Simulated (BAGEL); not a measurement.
# Si2H5O (SMILES O[SiH][SiH3]): UHF/STO-3G (density fitting with qzvpp-jkfit)

What is the vertical electron affinity of Si2H5O at UHF/STO-3G (density fitting with qzvpp-jkfit)? 

The results are computed with BAGEL 1.2.2.

8 further runs of the same task are left out: 4 that didn't finish, 4 set aside as unsound or not needed.

### Step 1. Starting point

Si2H5O: 8 atoms, total charge 0, spin state doublet. As SMILES, `O[SiH][SiH3]`. The shape is that of a PBE0-D4/def2-TZVP optimisation. This is one conformer, not always the lowest.

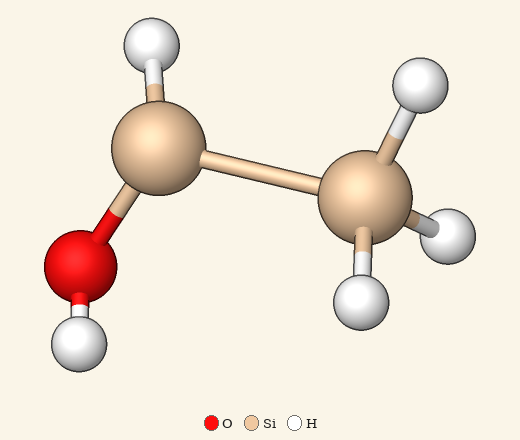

Viewed from a chosen angle; oxygen red, silicon light orange, hydrogen white.

### Step 2. The energy at UHF/STO-3G (density fitting with qzvpp-jkfit)

job.json reads:

```json
{ "bagel" : [

{
  "title" : "molecule",
  "basis" : "sto-3g",
  "df_basis" : "qzvpp-jkfit",
  "angstrom" : true,
  "geometry" : [
    { "atom" : "O", "xyz" : [   -0.929000,    0.938400,   -1.717100 ] },
    { "atom" : "Si", "xyz" : [    0.090400,    1.134000,   -0.425000 ] },
    { "atom" : "Si", "xyz" : [    0.314200,   -0.774200,    0.917600 ] },
    { "atom" : "H", "xyz" : [   -1.805900,    0.598400,   -1.530300 ] },
    { "atom" : "H", "xyz" : [    1.378700,    1.582300,   -1.024400 ] },
    { "atom" : "H", "xyz" : [    1.190000,   -0.426800,    2.069000 ] },
    { "atom" : "H", "xyz" : [    0.883900,   -1.960400,    0.216700 ] },
    { "atom" : "H", "xyz" : [   -1.030200,   -1.148700,    1.437600 ] }
  ]
},
{
  "title" : "uhf",
  "nopen" : 1
},
{
  "title" : "print",
  "file" : "orbitals.molden",
  "orbitals" : true
}

]}
```

Command:

```bash
$ BAGEL_NUM_THREADS=1 BAGEL job.json > job.out
```

Standard output:

```text
* using 1 threads per process

  ===============================================================
  ===============================================================

  *** Geometry ***

  { "atom" : "O", "xyz" : [     -1.755556,      1.773319,     -3.244849 ] },
  { "atom" : "Si", "xyz" : [      0.170831,      2.142949,     -0.803134 ] },
  { "atom" : "Si", "xyz" : [      0.593752,     -1.463026,      1.734013 ] },
  { "atom" : "H", "xyz" : [     -3.412656,      1.130812,     -2.891848 ] },
  { "atom" : "H", "xyz" : [      2.605365,      2.990114,     -1.935835 ] },
  { "atom" : "H", "xyz" : [      2.248774,     -0.806535,      3.909843 ] },
  { "atom" : "H", "xyz" : [      1.670329,     -3.704619,      0.409504 ] },
  { "atom" : "H", "xyz" : [     -1.946796,     -2.170728,      2.716670 ] },

  Number of auxiliary basis functions:      423

  Since a DF basis is specified, we compute 2- and 3-index integrals:
    o Being stored without compression. Storage requirement is 0.003 GB

  Number of basis functions:       28
  Number of electrons      :       41

    * METHOD: MOLECULE                             0.12

  *** Open-shell HF ***

  === Nuclear Repulsion ===
   142.9484794232

      * DIIS with orbital gradients will be used.

  === UHF iteration (sto-3g) ===
      0       -647.84903105          0.02794999           0.03
      1       -647.90726772          0.00862996           0.03
      2       -647.91407593          0.00302160           0.03
      3       -647.91502564          0.00098055           0.03
      4       -647.91542634          0.00026055           0.03
      5       -647.91548944          0.00004629           0.03
      6       -647.91549634          0.00001297           0.03
      7       -647.91549781          0.00000694           0.03
      8       -647.91549822          0.00000375           0.03
      9       -647.91549835          0.00000066           0.03
     10       -647.91549835          0.00000025           0.03
     11       -647.91549835          0.00000012           0.03
     12       -647.91549835          0.00000005           0.03
     13       -647.91549835          0.00000002           0.03
     14       -647.91549835          0.00000001           0.03
    * SCF iteration converged.

    * S^2 (UHF) is 0.7525

    * Permanent dipole moment:
           (    0.298266,    -0.070597,    -0.463504) a.u.

    * METHOD: UHF                                  0.53

    * METHOD: PRINT                                0.00

  ===============================================================
```

It took 0.8 s on 1 thread of Arm Neoverse V2, shared host; peak memory 0.083 GiB.

### Step 3. The singlet anion

input.json reads:

```json
{ "bagel" : [

{
  "title" : "molecule",
  "basis" : "sto-3g",
  "df_basis" : "qzvpp-jkfit",
  "angstrom" : "true",
  "geometry" : [
    { "atom" : "O", "xyz" : [      -0.929000,       0.938400,      -1.717100 ] },
    { "atom" : "Si", "xyz" : [       0.090400,       1.134000,      -0.425000 ] },
    { "atom" : "Si", "xyz" : [       0.314200,      -0.774200,       0.917600 ] },
    { "atom" : "H", "xyz" : [      -1.805900,       0.598400,      -1.530300 ] },
    { "atom" : "H", "xyz" : [       1.378700,       1.582300,      -1.024400 ] },
    { "atom" : "H", "xyz" : [       1.190000,      -0.426800,       2.069000 ] },
    { "atom" : "H", "xyz" : [       0.883900,      -1.960400,       0.216700 ] },
    { "atom" : "H", "xyz" : [      -1.030200,      -1.148700,       1.437600 ] }
  ]
},

{
  "title" : "hf",
  "charge" : -1
},

{
  "title" : "print",
  "file" : "orbitals.molden",
  "orbitals" : "true"
}

]}
```

Command:

```bash
$ BAGEL_NUM_THREADS=1 BAGEL input.json > input.out
```

Standard output:

```text
* using 1 threads per process

  ===============================================================
  ===============================================================

  *** Geometry ***

  { "atom" : "O", "xyz" : [     -1.755556,      1.773319,     -3.244849 ] },
  { "atom" : "Si", "xyz" : [      0.170831,      2.142949,     -0.803134 ] },
  { "atom" : "Si", "xyz" : [      0.593752,     -1.463026,      1.734013 ] },
  { "atom" : "H", "xyz" : [     -3.412656,      1.130812,     -2.891848 ] },
  { "atom" : "H", "xyz" : [      2.605365,      2.990114,     -1.935835 ] },
  { "atom" : "H", "xyz" : [      2.248774,     -0.806535,      3.909843 ] },
  { "atom" : "H", "xyz" : [      1.670329,     -3.704619,      0.409504 ] },
  { "atom" : "H", "xyz" : [     -1.946796,     -2.170728,      2.716670 ] },

  Number of auxiliary basis functions:      423

  Since a DF basis is specified, we compute 2- and 3-index integrals:
    o Being stored without compression. Storage requirement is 0.003 GB

  Number of basis functions:       28
  Number of electrons      :       41

    * METHOD: MOLECULE                             0.10

  *** RHF ***

  === Nuclear Repulsion ===
   142.9484794232

      * DIIS with orbital gradients will be used.

  === RHF iteration (sto-3g) ===
      0       -647.64305296          0.01530595           0.02
      1       -647.71063484          0.00330738           0.02
      2       -647.71421420          0.00074565           0.02
      3       -647.71461071          0.00014107           0.02
      4       -647.71464115          0.00004633           0.02
      5       -647.71464520          0.00000966           0.02
      6       -647.71464534          0.00000145           0.02
      7       -647.71464534          0.00000030           0.02
      8       -647.71464534          0.00000007           0.02
      9       -647.71464534          0.00000002           0.02
     10       -647.71464534          0.00000000           0.02
    * SCF iteration converged.

    * Permanent dipole moment:
           (    0.319958,     1.013529,    -0.295235) a.u.

    * METHOD: HF                                   0.23

    * METHOD: PRINT                                0.00

  ===============================================================
```

Run time: 0.48 s. Hardware: 1 thread of Arm Neoverse V2, shared host; peak memory 0.083 GiB.

### Step 4. Outcome

At UHF/STO-3G (density fitting with qzvpp-jkfit):

| quantity | value |
| --- | --- |
| doublet Si2H5O: total energy | -647.91550 Eh |
| doublet Si2H5O: dipole moment | 1.41 D |
| doublet Si2H5O: ⟨S²⟩ | 0.752 |
| singlet anion: total energy | -647.71465 Eh |
| singlet anion: HOMO energy | 4.70 eV |
| singlet anion: LUMO energy | 18.85 eV |
| singlet anion: HOMO–LUMO gap (to an unbound level, set by the basis) | 14.15 eV |
| vertical electron affinity (to the singlet anion) | -5.465 eV |

The anion lies 5.47 eV (126 kcal/mol) above the neutral: the electron isn't bound at this level, and such a value depends on the basis. Without diffuse functions anions come out too high. Hartree–Fock misses the correlation that binds many anions. In a minimal basis such a difference can be off by several eV, whatever the method. The HOMO (singlet anion) lies at positive energy, 4.70 eV: the electron is unbound at this level or held by a compact basis; values depend on the basis.
